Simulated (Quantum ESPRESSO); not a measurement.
# Collinear magnetic orders of YCrO4 with Quantum ESPRESSO, part 2 of 3

Does YCrO4 prefer parallel or opposed moments?

Quantum ESPRESSO 7.5; LDA with U = 3.5 eV on Cr d (ortho-atomic projectors); plane waves with GBRV 1.5 LDA potentials, no spin-orbit coupling.

So far, absolute magnetization (μB): step 2 (start 1: ferro ++) 2.49.

## 3. Run 2, typed as antiferro +−

Input file pw.in:

```
&CONTROL
  calculation = 'scf'
  prefix = 'pwscf'
  outdir = './tmp'
  pseudo_dir = './pseudo'
  disk_io = 'nowf'
/
&SYSTEM
  ibrav = 0
  nat = 12
  ntyp = 4
  ecutwfc = 40
  ecutrho = 280
  nbnd = 64
  occupations = 'smearing'
  smearing = 'fd'
  degauss = 0.00367493
  nspin = 2
  starting_magnetization(1) = 0
  starting_magnetization(2) = 0.2143
  starting_magnetization(3) = -0.2143
  starting_magnetization(4) = 0
/
&ELECTRONS
  conv_thr = 2.4d-08
  electron_maxstep = 150
  mixing_beta = 0.3
/
ATOMIC_SPECIES
Y      88.9058 y_lda_v1.4.uspp.F.UPF
Cr1    51.9961 cr_lda_v1.5.uspp.F.UPF
Cr2    51.9961 cr_lda_v1.5.uspp.F.UPF
O      15.9990 o_lda_v1.2.uspp.F.UPF
CELL_PARAMETERS angstrom
  -3.5560000000    3.5560000000    3.1255000000
   3.5560000000   -3.5560000000    3.1255000000
   3.5560000000    3.5560000000   -3.1255000000
ATOMIC_POSITIONS crystal
Y       0.0000000000    0.0000000000    0.0000000000
Y       0.7500000000    0.2500000000    0.5000000000
Cr1     0.5000000000    0.5000000000    0.0000000000
Cr2     0.2500000000    0.7500000000    0.5000000000
O       0.5140000000    0.3320000000    0.1820000000
O       0.0820000000    0.4000000000    0.3180000000
O       0.1500000000    0.3320000000    0.8180000000
O       0.0820000000    0.7640000000    0.6820000000
O       0.2360000000    0.9180000000    0.3180000000
O       0.6680000000    0.4860000000    0.8180000000
O       0.6000000000    0.9180000000    0.6820000000
O       0.6680000000    0.8500000000    0.1820000000
K_POINTS automatic
4 4 4 0 0 0
HUBBARD {ortho-atomic}
U Cr1-3d 3.5000
U Cr2-3d 3.5000
```

Started as:

```sh
OMP_NUM_THREADS=1 mpirun -n 4 pw.x -nk 4 -in pw.in > pw.out
```

What it wrote:

```text
[banner, memory and clock lines left out]
Program PWSCF v.7.5 starts

     Message from routine setup:
     using ibrav=0 with symmetry is DISCOURAGED, use correct ibrav instead

     bravais-lattice index     =            0
     lattice parameter (alat)  =      11.1892  a.u.
     unit-cell volume          =    1066.8408 (a.u.)^3
     number of atoms/cell      =           12
     number of atomic types    =            4
     number of electrons       =        98.00
     number of Kohn-Sham states=           64
     kinetic-energy cutoff     =      40.0000  Ry
     charge density cutoff     =     280.0000  Ry
     scf convergence threshold =      2.4E-08
     mixing beta               =       0.3000
     number of iterations used =            8  plain     mixing
     Exchange-correlation= SLA  PZ   NOGX NOGC
                           (   1   1   0   0   0   0   0)
     Hubbard projectors: ortho-atomic
     Hubbard parameters of DFT+U (Dudarev formulation) in eV:
     U(Cr1-3d) =  3.5000
     U(Cr2-3d) =  3.5000

     Internal variables: lda_plus_u =T, lda_plus_u_kind = 0

     Internal variables: orbital_resolved =F, hub_pot_fix =F, apply_U = F

     celldm(1)=  11.189193  celldm(2)=   0.000000  celldm(3)=   0.000000
     celldm(4)=   0.000000  celldm(5)=   0.000000  celldm(6)=   0.000000

     crystal axes: (cart. coord. in units of alat)
               a(1) = (  -0.600568   0.600568   0.527861 )
               a(2) = (   0.600568  -0.600568   0.527861 )
               a(3) = (   0.600568   0.600568  -0.527861 )

     reciprocal axes: (cart. coord. in units 2 pi/alat)
               b(1) = ( -0.000000  0.832546  0.947219 )
               b(2) = (  0.832546 -0.000000  0.947219 )
               b(3) = (  0.832546  0.832546  0.000000 )

     PseudoPot. # 1 for Y  read from file:
     y_lda_v1.4.uspp.F.UPF
     Pseudo is Ultrasoft + core correction, Zval = 11.0

     PseudoPot. # 2 for Cr read from file:
     cr_lda_v1.5.uspp.F.UPF
     Pseudo is Ultrasoft + core correction, Zval = 14.0

     PseudoPot. # 3 for Cr read from file:
     cr_lda_v1.5.uspp.F.UPF
     Pseudo is Ultrasoft + core correction, Zval = 14.0

     PseudoPot. # 4 for O  read from file:
     o_lda_v1.2.uspp.F.UPF
     Pseudo is Ultrasoft + core correction, Zval =  6.0

     atomic species   valence    mass     pseudopotential
     Y                11.00    88.90580     Y ( 1.00)
     Cr1              14.00    51.99610     Cr( 1.00)
     Cr2              14.00    51.99610     Cr( 1.00)
     O                 6.00    15.99900     O ( 1.00)

     Starting magnetic structure
     atomic species   magnetization
     Y               0.000
     Cr1             0.214
     Cr2            -0.214
     O               0.000

      8 Sym. Ops. (no inversion) found

   Cartesian axes

     site n.     atom                  positions (alat units)
         1        Y      tau(   1) = (   0.0000000   0.0000000   0.0000000  )
         2        Y      tau(   2) = (   0.0000000   0.6005675   0.2639305  )
         3        Cr1    tau(   3) = (   0.0000000   0.0000000   0.5278610  )
         4        Cr2    tau(   4) = (   0.6005675   0.0000000   0.2639305  )
         5        O      tau(   5) = (  -0.0000000   0.2186066   0.3504997  )
         6        O      tau(   6) = (   0.3819610   0.0000000   0.0865692  )
         7        O      tau(   7) = (   0.6005675   0.3819610  -0.1773613  )
         8        O      tau(   8) = (   0.8191741  -0.0000000   0.0865692  )
         9        O      tau(   9) = (   0.6005675  -0.2186066   0.4412918  )
        10        O      tau(  10) = (   0.3819610   0.6005675   0.1773613  )
        11        O      tau(  11) = (   0.6005675   0.2186066   0.4412918  )
        12        O      tau(  12) = (   0.2186066  -0.0000000   0.7052223  )

     number of k points=    13  Fermi-Dirac smearing, width (Ry)=  0.0037
                       cart. coord. in units 2pi/alat
        k(    1) = (   0.0000000   0.0000000   0.0000000), wk =   0.0156250
        k(    2) = (   0.2081365   0.2081365   0.0000000), wk =   0.0625000
        k(    3) = (  -0.4162729  -0.4162729   0.0000000), wk =   0.0312500
        k(    4) = (   0.2081365  -0.0000000   0.2368048), wk =   0.1250000
        k(    5) = (   0.4162729   0.2081365   0.2368048), wk =   0.2500000
        [... 8 further k-points ...]

     Dense  grid:    84471 G-vectors     FFT dimensions: (  60,  60,  60)

     Smooth grid:    36447 G-vectors     FFT dimensions: (  45,  45,  45)

     Check: negative core charge=   -0.000005
     Generating pointlists ...
     new r_m :   0.1616 (alat units)  1.8077 (a.u.) for type    1
     new r_m :   0.1161 (alat units)  1.2993 (a.u.) for type    2
     new r_m :   0.1161 (alat units)  1.2993 (a.u.) for type    3
     new r_m :   0.1161 (alat units)  1.2993 (a.u.) for type    4

     Initial potential from superposition of free atoms

     starting charge      95.9924, renormalised to      98.0000

     negative rho (up, down):  1.158E-03 1.158E-03

     STARTING HUBBARD OCCUPATIONS:

     =================== HUBBARD OCCUPATIONS ===================
     ------------------------ ATOM    3 ------------------------
     Tr[ns(  3)] (up, down, total) =   3.40000  0.00000  3.40000
     Atomic magnetic moment for atom   3 =   3.40000
     [... lines left out ...]
     ------------------------ ATOM    4 ------------------------
     Tr[ns(  4)] (up, down, total) =   0.00000  3.40000  3.40000
     Atomic magnetic moment for atom   4 =  -3.40000
     [... lines left out ...]
     Number of occupied Hubbard levels =    6.8000

     Atomic wfc used for Hubbard projectors are orthogonalized

     Starting wfcs are   78 randomized atomic wfcs

     Self-consistent Calculation

     iteration #  1     ecut=    40.00 Ry     beta= 0.30
     Davidson diagonalization with overlap
     ethr =  1.00E-02,  avg # of iterations =  2.4

     =================== HUBBARD OCCUPATIONS ===================
     ------------------------ ATOM    3 ------------------------
     Tr[ns(  3)] (up, down, total) =   2.31249  0.82104  3.13353
     Atomic magnetic moment for atom   3 =   1.49145
     [... lines left out ...]
     ------------------------ ATOM    4 ------------------------
     Tr[ns(  4)] (up, down, total) =   0.82111  2.30637  3.12748
     Atomic magnetic moment for atom   4 =  -1.48526
     [... lines left out ...]
     Number of occupied Hubbard levels =    6.2610

     negative rho (up, down):  1.458E-03 1.461E-03

     total energy              =    -794.61014491 Ry
     estimated scf accuracy    <       3.73785334 Ry

     total magnetization       =     0.01 Bohr mag/cell
     absolute magnetization    =     3.77 Bohr mag/cell

     iteration #  2     ecut=    40.00 Ry     beta= 0.30
     Davidson diagonalization with overlap
     ethr =  3.81E-03,  avg # of iterations =  2.0

     negative rho (up, down):  1.279E-03 1.280E-03

     total energy              =    -795.01776860 Ry
     estimated scf accuracy    <       3.14640170 Ry

     total magnetization       =    -0.03 Bohr mag/cell
     absolute magnetization    =     4.00 Bohr mag/cell

     [... further iterations left out ...]

     iteration # 16     ecut=    40.00 Ry     beta= 0.30
     Davidson diagonalization with overlap
     ethr =  3.64E-10,  avg # of iterations =  2.5

     negative rho (up, down):  1.426E-03 1.427E-03

     total energy              =    -795.51590988 Ry
     estimated scf accuracy    <       0.00000005 Ry

     total magnetization       =     0.00 Bohr mag/cell
     absolute magnetization    =     2.43 Bohr mag/cell

     iteration # 17     ecut=    40.00 Ry     beta= 0.30
     Davidson diagonalization with overlap
     ethr =  5.48E-11,  avg # of iterations =  2.8

     negative rho (up, down):  1.426E-03 1.427E-03

     Magnetic moment per site  (integrated on atomic sphere of radius R)
     atom   1 (R=0.162)  charge=  7.3612  magn=  0.0003
     atom   2 (R=0.162)  charge=  7.3612  magn= -0.0003
     atom   3 (R=0.116)  charge=  9.8113  magn=  0.7668
     atom   4 (R=0.116)  charge=  9.8112  magn= -0.7665
     atom   5 (R=0.116)  charge=  4.5979  magn= -0.0045
     atom   6 (R=0.116)  charge=  4.5979  magn=  0.0044
     atom   7 (R=0.116)  charge=  4.5979  magn= -0.0045
     atom   8 (R=0.116)  charge=  4.5979  magn=  0.0044
     atom   9 (R=0.116)  charge=  4.5979  magn=  0.0044
     atom  10 (R=0.116)  charge=  4.5979  magn= -0.0045
     atom  11 (R=0.116)  charge=  4.5979  magn=  0.0044
     atom  12 (R=0.116)  charge=  4.5979  magn= -0.0045

     End of self-consistent calculation

     =================== HUBBARD OCCUPATIONS ===================
     ------------------------ ATOM    3 ------------------------
     Tr[ns(  3)] (up, down, total) =   2.58305  1.60632  4.18938
     Atomic magnetic moment for atom   3 =   0.97673
     [... lines left out ...]
     ------------------------ ATOM    4 ------------------------
     Tr[ns(  4)] (up, down, total) =   1.60649  2.58281  4.18930
     Atomic magnetic moment for atom   4 =  -0.97631
     [... lines left out ...]
     Number of occupied Hubbard levels =    8.3787

     [... lines left out ...]
     the Fermi energy is     8.1371 ev

!    total energy              =    -795.51590991 Ry
     estimated scf accuracy    <       0.00000002 Ry
     smearing contrib. (-TS)   =      -0.00020282 Ry
     internal energy E=F+TS    =    -795.51570709 Ry

     The total energy is F=E-TS. E is the sum of the following terms:
     one-electron contribution =    -395.31732337 Ry
     hartree contribution      =     239.82249848 Ry
     xc contribution           =    -156.29050983 Ry
     ewald contribution        =    -484.25785800 Ry
     Hubbard energy            =       0.52748563 Ry

     total magnetization       =     0.00 Bohr mag/cell
     absolute magnetization    =     2.43 Bohr mag/cell

     convergence has been achieved in  17 iterations
```

Elapsed: 77 s, on 4 MPI ranks of Arm Neoverse V2, shared host; peak memory 0.97 GiB; 5.1 min of CPU time.

Spin moment in the atom's sphere by atom:

```tsv
atom	spin moment in the atom's sphere (μB)
Y1	0.000
Y2	0.000
Cr3	0.767
Cr4	-0.766
O5	-0.004
O6	0.004
O7	-0.004
O8	0.004
O9	0.004
O10	-0.004
O11	0.004
O12	-0.004
```

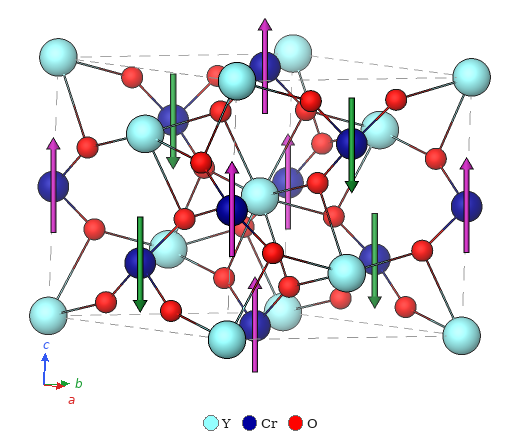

Spin moment in the atom's sphere as arrows, the longest 0.767 μB. Up and down stand for the sign. Arrows give size and sign along the axis of quantisation, drawn up and down the page. The two directions have two colours. Some periodic images of atoms are drawn too.

Numbers from this step:

```
smearing term TS       : 0.002759 eV
magnetization          : 0 μB
absolute magnetization : 2.425 μB
final state            : antiferromagnetic
```

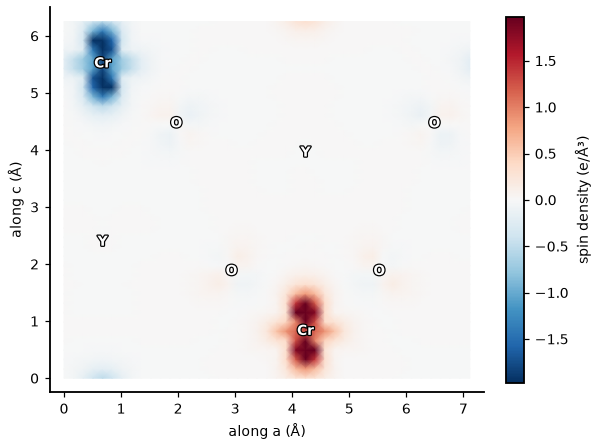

Spin density in the ac plane of the conventional cell at fractional y = 0.000, with atoms of Y and Cr and O within 0.2 Å of it. The map starts off the cell's origin, so that atoms lie inside it.

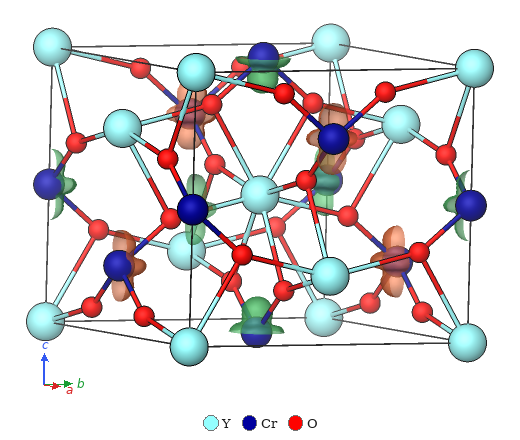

Surfaces of spin density = ±0.33 e/Å³, which hold about 50 % of the integral of its size. The two colours are the two signs.

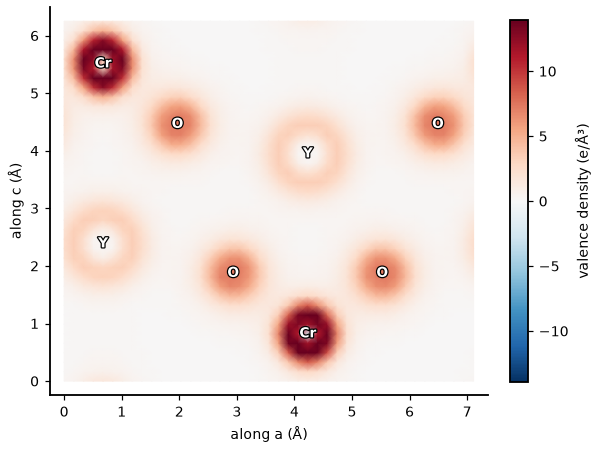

Valence density in the ac plane of the conventional cell at fractional y = 0.000, with atoms of Y and Cr and O within 0.2 Å of it. It is the smooth field of the valence electrons, not physical close to the nuclei. The map starts off the cell's origin, so that atoms lie inside it.

## 4. Ranking

An order is kept where moments of 0.15 μB or more survive with the typed signs; meshes match where a doubled cell samples the same k points as the first cell.

Orders:

```tsv
start	final state	typed order kept	energy over the lowest (meV a seeded atom)	largest site moment (μB)	net moment (μB a cell of the first run)	mesh matched	CPU time (s)
ferro ++	ferromagnetic	yes	0	0.7774	2	yes	302.4
antiferro +-	antiferromagnetic	yes	3.331	0.7668	0	yes	306.6
```

## 5. The lowest state again, with its states saved

Input file pw.in:

```
&CONTROL
  calculation = 'scf'
  prefix = 'pwscf'
  outdir = './tmp'
  pseudo_dir = './pseudo'
  disk_io = 'low'
/
&SYSTEM
  ibrav = 0
  celldm(1) = 8
  nat = 12
  ntyp = 3
  ecutwfc = 40
  ecutrho = 280
  nbnd = 71
  occupations = 'smearing'
  smearing = 'fd'
  degauss = 0.00367493
  nspin = 2
  starting_magnetization(1) = 0
  starting_magnetization(2) = 0.2143
  starting_magnetization(3) = 0
/
&ELECTRONS
  conv_thr = 2.4d-08
  electron_maxstep = 150
  mixing_beta = 0.3
/
ATOMIC_SPECIES
Y      88.9058 y_lda_v1.4.uspp.F.UPF
Cr     51.9961 cr_lda_v1.5.uspp.F.UPF
O      15.9990 o_lda_v1.2.uspp.F.UPF
CELL_PARAMETERS alat
  -0.8399832623962    0.8399832623962    0.7382923753147
   0.8399832623962   -0.8399832623962    0.7382923753147
   0.8399832623962    0.8399832623962   -0.7382923753147
ATOMIC_POSITIONS crystal
Y       0.0000000000    0.0000000000    0.0000000000
Y       0.7500000000    0.2500000000    0.5000000000
Cr      0.5000000000    0.5000000000    0.0000000000
Cr      0.2500000000    0.7500000000    0.5000000000
O       0.5140000000    0.3320000000    0.1820000000
O       0.0820000000    0.4000000000    0.3180000000
O       0.1500000000    0.3320000000    0.8180000000
O       0.0820000000    0.7640000000    0.6820000000
O       0.2360000000    0.9180000000    0.3180000000
O       0.6680000000    0.4860000000    0.8180000000
O       0.6000000000    0.9180000000    0.6820000000
O       0.6680000000    0.8500000000    0.1820000000
K_POINTS automatic
4 4 4 0 0 0
HUBBARD {ortho-atomic}
U Cr-3d 3.5000
```

What it wrote:

```text
     [... lines left out ...]
Program PWSCF v.7.5 starts
     [... lines left out ...]
     number of atoms/cell      =           12
     [... lines left out ...]
     number of electrons       =        98.00
     number of Kohn-Sham states=           71
     kinetic-energy cutoff     =      40.0000  Ry
     charge density cutoff     =     280.0000  Ry
     scf convergence threshold =      2.4E-08
     [... lines left out ...]
     16 Sym. Ops., with inversion, found ( 8 have fractional translation)
     [... lines left out ...]
     number of k points=    13  Fermi-Dirac smearing, width (Ry)=  0.0037
     [... lines left out ...]
     iteration # 16     ecut=    40.00 Ry     beta= 0.30
     [... lines left out ...]
     Magnetic moment per site  (integrated on atomic sphere of radius R)
     atom   1 (R=0.226)  charge=  7.3614  magn=  0.0122
     atom   2 (R=0.226)  charge=  7.3614  magn=  0.0122
     atom   3 (R=0.162)  charge=  9.8116  magn=  0.7775
     atom   4 (R=0.162)  charge=  9.8116  magn=  0.7775
     atom   5 (R=0.162)  charge=  4.5977  magn= -0.0066
     atom   6 (R=0.162)  charge=  4.5977  magn= -0.0066
     atom   7 (R=0.162)  charge=  4.5977  magn= -0.0066
     atom   8 (R=0.162)  charge=  4.5977  magn= -0.0066
     atom   9 (R=0.162)  charge=  4.5977  magn= -0.0066
     atom  10 (R=0.162)  charge=  4.5977  magn= -0.0066
     atom  11 (R=0.162)  charge=  4.5977  magn= -0.0066
     atom  12 (R=0.162)  charge=  4.5977  magn= -0.0066
     [... lines left out ...]
     Tr[ns(  3)] (up, down, total) =   2.59102  1.59936  4.19038
     [... lines left out ...]
     Tr[ns(  4)] (up, down, total) =   2.59102  1.59936  4.19038
     [... lines left out ...]
     the Fermi energy is     8.1278 ev
!    total energy              =    -795.51639958 Ry
     estimated scf accuracy    <       0.00000001 Ry
     smearing contrib. (-TS)   =      -0.00063811 Ry
     [... lines left out ...]
     total magnetization       =     2.00 Bohr mag/cell
     absolute magnetization    =     2.49 Bohr mag/cell
     convergence has been achieved in  16 iterations
```

Wall time 78 s (4 MPI ranks); peak memory 0.91 GiB.

This step gave:

```yaml
smearing_term_ts: 0.008682 eV
magnetization: 2 μB
absolute_magnetization: 2.488 μB
final_state: ferromagnetic
largest_moment: 0.7775 μB
```

(Part 2 of 3 ends here.)

[Logs and program files are shortened in this print: banners, set-up blocks, solver, clock and traceback lines can be left out without a mark of their own.]

[Logs are printed without paths, hosts, clocks, repeated set-up lines and the standing remarks that a program may print on its own settings, such as how far it seeks lower states.]

[Hosts, paths, dates, database ids (printed as entryN), source tags and the programs' standing remarks are cut or masked in the printed files.]

[Where a cell is said to come from a database of computed structures, the database is the Materials Project.]
